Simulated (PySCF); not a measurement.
## EPR calculation of C$_{7}$H$_{10}$N

System: C$_{7}$H$_{10}$N, multiplicity 2.
Method: UKS B3LYP, pcH-1 on C H N, non-relativistic, mean-field spin-orbit, GIAO (PySCF 2.14.0).

It belongs to a series of runs on one base structure; here: H removed from sp3 C.

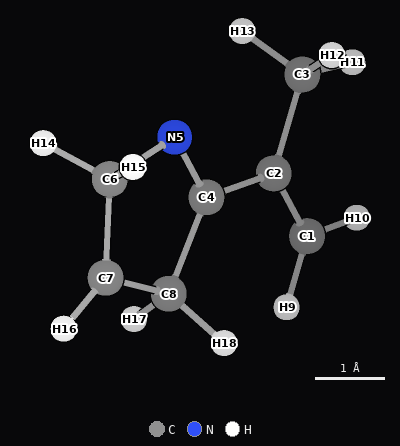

The input geometry (ball-and-stick view, seen at a tilt; atoms are numbered from 1 in the order of the input). Bond lengths as drawn: C–C 1.33 to 1.52 Å, C–H 1.07 to 1.10 Å and C–N 1.27 to 1.44 Å.

## Results in brief

- outcome: converged
- total energy: −327.456810 hartree
- ⟨S²⟩: 0.754
- isotropic g: 2.0026
- hardware: 1 CPU thread, shared host
- wall time: 89 s
- peak memory: 0.97 GiB

## The input
```
{"job": {"kind": "epr", "basis": "pcH-1"}, "charge": 0, "multiplicity": 2}
C     -1.462172     0.210856    -1.825513
C     -1.213721    -0.166259    -0.572399
C     -2.255500    -0.790226     0.302989
C      0.099483     0.004656     0.035467
N      0.334435    -0.357811     1.233630
C      1.703063    -0.075928     1.579808
C      2.313282     0.539902     0.376103
C      1.286059     0.617114    -0.684824
H     -0.715727     0.659623    -2.457638
H     -2.436684     0.079798    -2.264910
H     -3.202865    -0.884308    -0.220829
H     -2.391048    -0.186013     1.197207
H     -1.919152    -1.771991     0.628651
H      2.190658    -1.011916     1.892280
H      1.718402     0.576811     2.465898
H      3.327412     0.871016     0.296982
H      1.544847     0.047465    -1.588275
H      1.070468     1.643528    -1.012949
```

The first line tells a small driver script what to run in PySCF; the rest is the geometry in Å.

Run as:
```bash
OMP_NUM_THREADS=1 python <driver script> task.json out
```

## Output
```
UKS, coarse grid
  cycle   1  E = -327.39181496  |g| = 3.49e-01
  cycle   2  E = -327.35917839  |g| = 4.54e-01
  cycle   3  E = -327.44976892  |g| = 1.25e-01
  cycle   4  E = -327.45575968  |g| = 4.65e-02
  cycle   5  E = -327.45679424  |g| = 7.97e-03
  cycle   6  E = -327.45681514  |g| = 5.84e-03
  cycle   7  E = -327.45683281  |g| = 1.25e-03
  cycle   8  E = -327.45683350  |g| = 5.16e-04
UKS, final grid
  cycle   1  E = -327.45680972  |g| = 6.03e-04
  cycle   2  E = -327.45680960  |g| = 7.93e-04
  cycle   3  E = -327.45680989  |g| = 1.30e-04
  cycle   4  E = -327.45680990  |g| = 2.38e-05
E = -327.45680990 Eh   <S^2> = 0.7540 (exact 0.7500)
g shifts (ppm)      1          2          3
  rmc          -135       -135       -135
  gc              0         18         19
  oz_so          -6        544        771
  total        -141        427        656
hyperfine (MHz)  atom isotope    a_iso     a_fc   dipolar eigenvalues
    0   13C      -0.26      -0.26     -0.44     -0.12      0.55
    1   13C      -0.15      -0.15     -0.45      0.04      0.42
    2   13C      -0.12      -0.12     -0.17     -0.15      0.32
    3   13C      -0.38      -0.38     -1.12     -1.04      2.16
    4   14N      -0.31      -0.31     -0.34     -0.20      0.54
    5   13C     -34.21     -34.21     -2.10      0.38      1.72
    6   13C      88.80      88.80    -81.58    -81.13    162.71
    7   13C     -36.50     -36.50     -2.29      0.33      1.97
    8    1H       0.11       0.11     -1.35     -0.99      2.34
    9    1H       0.08       0.08     -0.48     -0.43      0.91
   10    1H      -0.08      -0.08     -0.39     -0.39      0.78
   11    1H       0.16       0.16     -0.63     -0.60      1.23
   12    1H       0.16       0.16     -0.63     -0.60      1.23
   13    1H     110.49     110.49     -4.96     -3.72      8.68
   14    1H     110.39     110.39     -4.96     -3.72      8.68
   15    1H     -63.77     -63.77    -38.96     -0.06     39.02
   16    1H     123.77     123.77     -4.99     -3.77      8.77
   17    1H     123.64     123.64     -4.99     -3.77      8.76
```

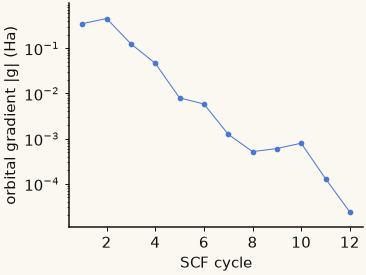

Convergence of the self-consistent field: orbital gradient |g| against the SCF cycle. All cycles printed in the log are drawn one after another.

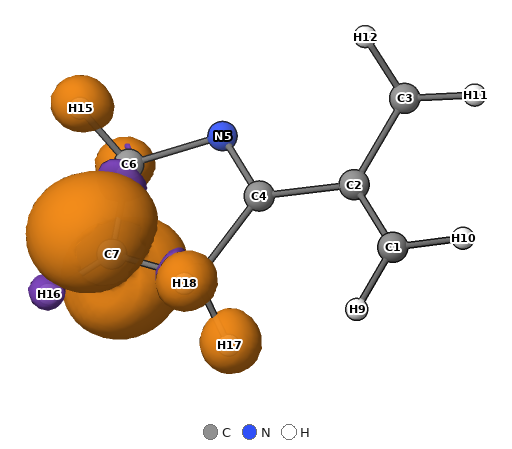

Isosurfaces of the spin density (α minus β) at +0.03 (orange) and −0.03 e/Å³ (purple), seen at an oblique angle. The unpaired spin (1 electron) lies mostly on C7 (about 0.7), in electrons by Hirshfeld's partition.

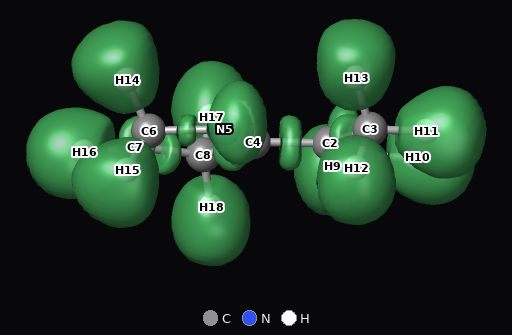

Isosurface of the ELF at 0.85 (green), seen from the side. Only the valence region is drawn (cores and ρ < 0.01 e/Å³ removed). Along the contacts the grid gives the following. C–N (1.27 Å): the ELF peaks at about 0.90 between the atoms (a double or triple bond). C–C (1.33 Å): the ELF peaks at about 0.95 between the atoms; a multiple bond by its length, whose ELF region spreads away from the axis.
